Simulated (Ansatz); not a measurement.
Run report: SnNH$_{7}$, molecular dynamics (part 5 of 5)

SnNH$_{7}$; RKS B3LYP/def2-SVP (Ansatz 0.2.0). It belongs to a series of runs on one base structure; here: dynamics from the highest image of the converged band.

Geometry of the input (Å):
```
Sn -0.2999  0.0274  -0.2202
H  -0.2150  -1.0039  1.7800
H  1.1056  0.8679  0.2852
H  -1.0398  1.0170  -1.4561
H  -0.1213  -1.5342  -0.9032
N  -2.0246  0.2090  1.1881
H  -2.9123  -0.2120  0.8930
H  -2.2254  1.1433  1.5612
H  -1.1958  -0.5146  1.8006
```

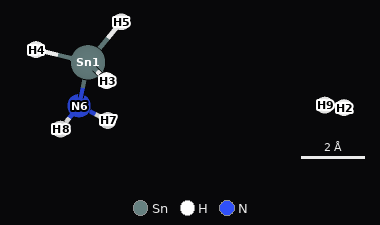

Fig. 1: The geometry at step 175 of the log (ball-and-stick view, seen at a tilt; atoms are numbered from 1 in the order of the input).

**Trajectory as extended XYZ, continued**
```
9
Properties=species:S:1:pos:R:3:forces:R:3 step=150 time_fs=75.0 energy=-7434.25613 temperature=1090.1
Sn   -0.3122    0.0600   -0.2393   -1.5275  -0.2044   0.6028
H     1.8285   -4.2727    5.1817    0.9229  -0.4505   0.4659
H     1.2726    0.4531    0.4019   -0.4621   0.0651   0.1236
H    -0.6773    1.0269   -1.5896    0.1617   0.0441  -0.2821
H    -0.3586   -1.6327   -0.4824    0.0857  -0.0946  -0.1785
N    -2.3350    0.4292    0.8274    2.9290   0.6462  -0.4800
H    -2.2030   -0.0783    1.7086   -0.1699  -0.3493   0.2161
H    -1.9386    1.3545    1.1227   -1.0168  -0.1068  -0.0021
H     1.2300   -3.9798    4.8793   -0.9229   0.4502  -0.4657
9
Properties=species:S:1:pos:R:3:forces:R:3 step=152 time_fs=76.0 energy=-7434.22034 temperature=1049.9
Sn   -0.3118    0.0602   -0.2400   -1.5470  -0.2956   0.5653
H     1.8682   -4.3264    5.2428    0.4559  -0.2182   0.2360
H     1.2749    0.4447    0.3914   -0.4259   0.1011   0.1604
H    -0.6822    1.0371   -1.5814    0.1610   0.0345  -0.2956
H    -0.3347   -1.6375   -0.4818    0.0501  -0.0326  -0.1824
N    -2.3450    0.4356    0.8256    2.7808  -0.5007  -0.1315
H    -2.1981   -0.0653    1.7272   -0.2936  -0.0982  -0.3410
H    -1.9375    1.3347    1.1040   -0.7254   0.7918   0.2245
H     1.2593   -4.0335    4.9271   -0.4560   0.2179  -0.2359
9
Properties=species:S:1:pos:R:3:forces:R:3 step=155 time_fs=77.5 energy=-7434.13959 temperature=961.9
Sn   -0.3115    0.0606   -0.2410   -1.6390  -0.3933   0.4691
H     1.9335   -4.4097    5.3376   -0.5514   0.2599  -0.2966
H     1.2708    0.4342    0.3786   -0.3126   0.1632   0.2311
H    -0.6867    1.0529   -1.5744    0.1678  -0.0117  -0.2688
H    -0.2982   -1.6451   -0.4842   -0.0101   0.0734  -0.1808
N    -2.3564    0.4442    0.8228    2.5265  -1.7910   0.1674
H    -2.1962   -0.0471    1.7479   -0.4169   0.1445  -0.8872
H    -1.9479    1.3216    1.0805   -0.3156   1.8152   0.4690
H     1.2975   -4.1112    4.9959    0.5514  -0.2602   0.2968
9
Properties=species:S:1:pos:R:3:forces:R:3 step=158 time_fs=79.0 energy=-7434.14081 temperature=963.1
Sn   -0.3115    0.0608   -0.2419   -1.7887  -0.4120   0.3553
H     1.9882   -4.4881    5.4266   -0.7890   0.3625  -0.4380
H     1.2601    0.4271    0.3708   -0.1526   0.2269   0.3094
H    -0.6875    1.0684   -1.5731    0.1813  -0.0866  -0.1994
H    -0.2618   -1.6511   -0.4905   -0.0752   0.1666  -0.1721
N    -2.3639    0.4503    0.8203    2.6664  -1.4425   0.1869
H    -2.2031   -0.0262    1.7504   -0.3953   0.1209  -0.8202
H    -1.9660    1.3452    1.0664   -0.4359   1.4268   0.3399
H     1.3462   -4.1940    5.0704    0.7890  -0.3627   0.4382
9
Properties=species:S:1:pos:R:3:forces:R:3 step=160 time_fs=80.0 energy=-7434.19040 temperature=1016.7
Sn   -0.3117    0.0609   -0.2424   -1.8981  -0.3763   0.2874
H     2.0156   -4.5361    5.4809   -0.3909   0.1771  -0.2218
H     1.2509    0.4251    0.3693   -0.0410   0.2650   0.3582
H    -0.6859    1.0778   -1.5747    0.1908  -0.1425  -0.1418
H    -0.2384   -1.6533   -0.4968   -0.1184   0.2101  -0.1635
N    -2.3666    0.4531    0.8187    2.8873  -0.4474  -0.0265
H    -2.2124   -0.0108    1.7422   -0.3025  -0.0381  -0.4285
H    -1.9831    1.3786    1.0613   -0.7180   0.5294   0.1146
H     1.3878   -4.2533    5.1252    0.3909  -0.1773   0.2219
9
Properties=species:S:1:pos:R:3:forces:R:3 step=162 time_fs=81.0 energy=-7434.21409 temperature=1042.8
Sn   -0.3120    0.0610   -0.2429   -1.9933  -0.3065   0.2376
H     2.0395   -4.5826    5.5332    0.3042  -0.1337   0.1760
H     1.2413    0.4255    0.3711    0.0558   0.2952   0.3976
H    -0.6825    1.0859   -1.5776    0.1982  -0.1948  -0.0846
H    -0.2161   -1.6534   -0.5046   -0.1592   0.2341  -0.1531
N    -2.3673    0.4556    0.8171    3.0062   0.6350  -0.4506
H    -2.2247    0.0042    1.7300   -0.1763  -0.2660   0.1435
H    -2.0070    1.4171    1.0573   -0.9313  -0.3968  -0.0905
H     1.4330   -4.3143    5.1819   -0.3043   0.1335  -0.1759
9
Properties=species:S:1:pos:R:3:forces:R:3 step=165 time_fs=82.5 energy=-7434.21810 temperature=1048.8
Sn   -0.3128    0.0611   -0.2437   -2.0690  -0.1483   0.2175
H     2.0823   -4.6553    5.6158    0.9179  -0.3931   0.5501
H     1.2281    0.4316    0.3810    0.1402   0.3173   0.4261
H    -0.6738    1.0943   -1.5835    0.2018  -0.2532  -0.0153
H    -0.1857   -1.6495   -0.5190   -0.2124   0.2313  -0.1347
N    -2.3645    0.4602    0.8141    2.9055   1.6371  -1.0909
H    -2.2458    0.0213    1.7158   -0.0255  -0.5158   0.8456
H    -2.0595    1.4659    1.0494   -0.9406  -1.2682  -0.2483
H     1.4936   -4.4027    5.2628   -0.9179   0.3930  -0.5501
9
Properties=species:S:1:pos:R:3:forces:R:3 step=168 time_fs=84.0 energy=-7434.31164 temperature=1151.0
Sn   -0.3140    0.0612   -0.2444   -2.0328   0.0662   0.2828
H     2.1424   -4.7354    5.7087    0.1544  -0.0635   0.0955
H     1.2177    0.4444    0.4001    0.1261   0.3029   0.4049
H    -0.6608    1.0974   -1.5897    0.1942  -0.2754   0.0190
H    -0.1598   -1.6406   -0.5364   -0.2531   0.1836  -0.1124
N    -2.3573    0.4673    0.8094    2.5987   1.3486  -1.0319
H    -2.2678    0.0281    1.7184   -0.0027  -0.3530   0.6586
H    -2.1318    1.4888    1.0364   -0.6303  -1.2728  -0.2210
H     1.5371   -4.4836    5.3335   -0.1544   0.0633  -0.0954
9
Properties=species:S:1:pos:R:3:forces:R:3 step=170 time_fs=85.0 energy=-7434.37790 temperature=1223.9
Sn   -0.3150    0.0613   -0.2449   -1.9496   0.2373   0.3754
H     2.1856   -4.7902    5.7726   -0.4968   0.2032  -0.3145
H     1.2123    0.4566    0.4176    0.0635   0.2719   0.3618
H    -0.6498    1.0961   -1.5936    0.1827  -0.2678   0.0189
H    -0.1455   -1.6324   -0.5493   -0.2727   0.1304  -0.0949
N    -2.3502    0.4732    0.8054    2.3320   0.4590  -0.6379
H    -2.2824    0.0281    1.7283   -0.0172  -0.0549   0.0938
H    -2.1880    1.4889    1.0251   -0.3387  -0.7757  -0.1174
H     1.5629   -4.5363    5.3786    0.4968  -0.2033   0.3145
9
Properties=species:S:1:pos:R:3:forces:R:3 step=172 time_fs=86.0 energy=-7434.41552 temperature=1265.9
Sn   -0.3161    0.0613   -0.2453   -1.8338   0.4253   0.5005
H     2.2243   -4.8430    5.8336   -0.8017   0.3210  -0.5171
H     1.2075    0.4714    0.4387   -0.0296   0.2256   0.2997
H    -0.6371    1.0924   -1.5974    0.1667  -0.2434   0.0018
H    -0.1338   -1.6230   -0.5631   -0.2863   0.0641  -0.0749
N    -2.3414    0.4794    0.8009    2.0678  -0.7174  -0.2436
H    -2.2973    0.0276    1.7391   -0.0095   0.2400  -0.5046
H    -2.2474    1.4817    1.0127   -0.0754   0.0059   0.0210
H     1.5932   -4.5909    5.4267    0.8017  -0.3211   0.5171
9
Properties=species:S:1:pos:R:3:forces:R:3 step=175 time_fs=87.5 energy=-7434.45474 temperature=1309.6
Sn   -0.3181    0.0615   -0.2458   -1.6325   0.7163   0.7240
H     2.2686   -4.9169    5.9162   -0.4338   0.1686  -0.2878
H     1.1995    0.4974    0.4753   -0.1926   0.1357   0.1843
H    -0.6150    1.0824   -1.6032    0.1361  -0.1817  -0.0486
H    -0.1214   -1.6080   -0.5852   -0.2953  -0.0477  -0.0409
N    -2.3257    0.4875    0.7940    1.7968  -2.0059   0.0479
H    -2.3195    0.0316    1.7451    0.0597   0.4510  -0.9943
H    -2.3376    1.4731    0.9947    0.1279   0.9323   0.1276
H     1.6524   -4.6781    5.5076    0.4338  -0.1688   0.2878
9
Properties=species:S:1:pos:R:3:forces:R:3 step=178 time_fs=89.0 energy=-7434.49546 temperature=1354.1
Sn   -0.3204    0.0618   -0.2462   -1.4372   0.9746   0.9456
H     2.3048   -4.9876    5.9935    0.5701  -0.2130   0.3892
H     1.1873    0.5263    0.5160   -0.3384   0.0354   0.0633
H    -0.5900    1.0686   -1.6100    0.1012  -0.1025  -0.1126
H    -0.1154   -1.5939   -0.6081   -0.2911  -0.1523  -0.0030
N    -2.3072    0.4928    0.7870    1.5397  -1.5367  -0.0595
H    -2.3405    0.0446    1.7310    0.1487   0.2791  -0.7584
H    -2.4250    1.4823    0.9789    0.2772   0.5026  -0.0753
H     1.7197   -4.7686    5.5939   -0.5701   0.2129  -0.3892
9
Properties=species:S:1:pos:R:3:forces:R:3 step=180 time_fs=90.0 energy=-7434.50474 temperature=1364.5
Sn   -0.3221    0.0621   -0.2464   -1.3271   1.1069   1.0659
H     2.3341   -5.0366    6.0486    0.8998  -0.3279   0.6272
H     1.1754    0.5462    0.5440   -0.4074  -0.0296  -0.0100
H    -0.5721    1.0581   -1.6158    0.0786  -0.0492  -0.1519
H    -0.1148   -1.5863   -0.6234   -0.2826  -0.2039   0.0250
N    -2.2936    0.4949    0.7824    1.2592  -0.5040  -0.3898
H    -2.3528    0.0569    1.7121    0.1791  -0.0195  -0.2348
H    -2.4802    1.4952    0.9678    0.5002  -0.3006  -0.3045
H     1.7594   -4.8269    5.6479   -0.8998   0.3278  -0.6272
9
Properties=species:S:1:pos:R:3:forces:R:3 step=182 time_fs=91.0 energy=-7434.50371 temperature=1363.3
Sn   -0.3239    0.0625   -0.2465   -1.2412   1.1989   1.1476
H     2.3716   -5.0887    6.1093    0.5522  -0.1958   0.3928
H     1.1595    0.5658    0.5719   -0.4460  -0.0885  -0.0714
H    -0.5534    1.0471   -1.6230    0.0588  -0.0023  -0.1805
H    -0.1170   -1.5805   -0.6386   -0.2711  -0.2325   0.0562
N    -2.2790    0.4967    0.7774    0.9486   0.4996  -0.8544
H    -2.3634    0.0690    1.6911    0.1711  -0.3692   0.3983
H    -2.5305    1.5053    0.9538    0.7797  -1.0059  -0.4957
H     1.7909   -4.8823    5.6961   -0.5522   0.1957  -0.3928
9
Properties=species:S:1:pos:R:3:forces:R:3 step=185 time_fs=92.5 energy=-7434.49124 temperature=1350.3
Sn   -0.3268    0.0633   -0.2465   -1.1629   1.2588   1.1746
H     2.4354   -5.1694    6.2059   -0.4373   0.1497  -0.3203
H     1.1278    0.5934    0.6124   -0.4406  -0.1591  -0.1340
H    -0.5244    1.0306   -1.6372    0.0375   0.0450  -0.1910
H    -0.1251   -1.5761   -0.6601   -0.2509  -0.2253   0.1097
N    -2.2560    0.5001    0.7689    0.5832   1.1325  -1.2180
H    -2.3763    0.0798    1.6679    0.1482  -0.6662   0.8846
H    -2.5914    1.5015    0.9236    1.0856  -1.3856  -0.6259
H     1.8306   -4.9627    5.7631    0.4373  -0.1498   0.3203
9
Properties=species:S:1:pos:R:3:forces:R:3 step=188 time_fs=94.0 energy=-7434.53812 temperature=1401.8
Sn   -0.3299    0.0643   -0.2462   -1.1397   1.2323   1.0702
H     2.4909   -5.2473    6.2963   -0.7763   0.2555  -0.5832
H     1.0866    0.6177    0.6500   -0.3592  -0.2026  -0.1548
H    -0.4945    1.0151   -1.6554    0.0267   0.0576  -0.1531
H    -0.1385   -1.5764   -0.6793   -0.2271  -0.1640   0.1693
N    -2.2321    0.5052    0.7585    0.4381   0.3425  -0.6781
H    -2.3859    0.0772    1.6619    0.2450  -0.4430   0.3277
H    -2.6294    1.4694    0.8803    1.0162  -0.8228  -0.5813
H     1.8785   -5.0459    5.8363    0.7763  -0.2556   0.5832
9
Properties=species:S:1:pos:R:3:forces:R:3 step=190 time_fs=95.0 energy=-7434.59084 temperature=1459.2
Sn   -0.3320    0.0651   -0.2459   -1.1451   1.1730   0.9288
H     2.5191   -5.2964    6.3500   -0.4681   0.1501  -0.3578
H     1.0548    0.6315    0.6733   -0.2669  -0.2148  -0.1441
H    -0.4743    1.0054   -1.6694    0.0237   0.0480  -0.1015
H    -0.1503   -1.5787   -0.6902   -0.2073  -0.1040   0.2087
N    -2.2158    0.5089    0.7510    0.5508  -0.7718  -0.0924
H    -2.3894    0.0697    1.6627    0.3607  -0.1342  -0.3049
H    -2.6426    1.4374    0.8444    0.6842   0.0040  -0.4946
H     1.9193   -5.1043    5.8916    0.4681  -0.1502   0.3578
9
Properties=species:S:1:pos:R:3:forces:R:3 step=192 time_fs=96.0 energy=-7434.61115 temperature=1481.8
Sn   -0.3343    0.0660   -0.2456   -1.1530   1.0854   0.7383
H     2.5431   -5.3440    6.4004    0.1627  -0.0504   0.1265
H     1.0205    0.6432    0.6952   -0.1495  -0.2137  -0.1153
H    -0.4538    0.9962   -1.6843    0.0217   0.0281  -0.0336
H    -0.1640   -1.5819   -0.6990   -0.1829  -0.0396   0.2443
N    -2.1991    0.5120    0.7434    0.8178  -1.9288   0.3783
H    -2.3896    0.0610    1.6607    0.4502   0.1433  -0.7942
H    -2.6493    1.4055    0.8037    0.1957   0.9254  -0.4178
H     1.9644   -5.1641    5.9503   -0.1628   0.0503  -0.1265
9
Properties=species:S:1:pos:R:3:forces:R:3 step=195 time_fs=97.5 energy=-7434.62154 temperature=1494.7
Sn   -0.3379    0.0675   -0.2450   -1.1287   0.9119   0.3882
H     2.5837   -5.4169    6.4797    0.8687  -0.2568   0.6951
H     0.9667    0.6571    0.7262    0.0588  -0.1912  -0.0466
H    -0.4228    0.9827   -1.7071    0.0166  -0.0094   0.0829
H    -0.1877   -1.5873   -0.7078   -0.1354   0.0455   0.2840
N    -2.1729    0.5142    0.7325    1.0013  -2.5074   0.6049
H    -2.3817    0.0509    1.6431    0.4366   0.3219  -0.9311
H    -2.6569    1.3756    0.7352   -0.2492   1.4287  -0.3822
H     2.0273   -5.2523    6.0345   -0.8687   0.2568  -0.6950
9
Properties=species:S:1:pos:R:3:forces:R:3 step=198 time_fs=99.0 energy=-7434.70116 temperature=1580.6
Sn   -0.3417    0.0691   -0.2442   -1.0029   0.7065   0.0108
H     2.6406   -5.4947    6.5721    0.2689  -0.0752   0.2213
H     0.9141    0.6668    0.7561    0.2732  -0.1560   0.0304
H    -0.3914    0.9691   -1.7282    0.0057  -0.0403   0.1928
H    -0.2144   -1.5918   -0.7106   -0.0760   0.0970   0.3019
N    -2.1452    0.5128    0.7224    0.4370  -1.0696   0.0034
H    -2.3648    0.0471    1.6068    0.1905   0.1238  -0.2798
H    -2.6684    1.3736    0.6587    0.1724   0.3387  -0.2595
H     2.0739   -5.3357    6.1056   -0.2689   0.0752  -0.2213
9
Properties=species:S:1:pos:R:3:forces:R:3 step=200 time_fs=100.0 energy=-7434.70249 temperature=1582.3
Sn   -0.3443    0.0703   -0.2438   -0.8377   0.5644  -0.2242
H     2.6828   -5.5477    6.6372   -0.3745   0.1016  -0.3137
H     0.8821    0.6714    0.7764    0.3963  -0.1360   0.0697
H    -0.3703    0.9596   -1.7400   -0.0047  -0.0503   0.2499
H    -0.2332   -1.5937   -0.7088   -0.0324   0.1070   0.3014
N    -2.1264    0.5107    0.7158   -0.0740   0.2736  -0.7657
H    -2.3509    0.0463    1.5782   -0.0729  -0.1601   0.4190
H    -2.6746    1.3781    0.6044    0.6253  -0.5985  -0.0501
H     2.1007   -5.3901    6.1496    0.3746  -0.1017   0.3137
```

**Results in brief**

| quantity | value |
| --- | --- |
| outcome | finished |
| mean temperature over the second half | 1344 K |
| trajectory | 200 steps, 100 fs |
| ensemble | nve |
| temperature in the input | 300.0 K |
| time step | 0.5 fs |
| potential energy (last step) | −7434.7029 eV |
| mean-field energy (last step) | −7434.7029 eV |
| largest force (length of the vector) (last step) | 1.035 eV/Å |
| wall time | 7.6 min |
| peak memory | 0.17 GiB |

**Remarks**

So short a trajectory is not equilibrated.
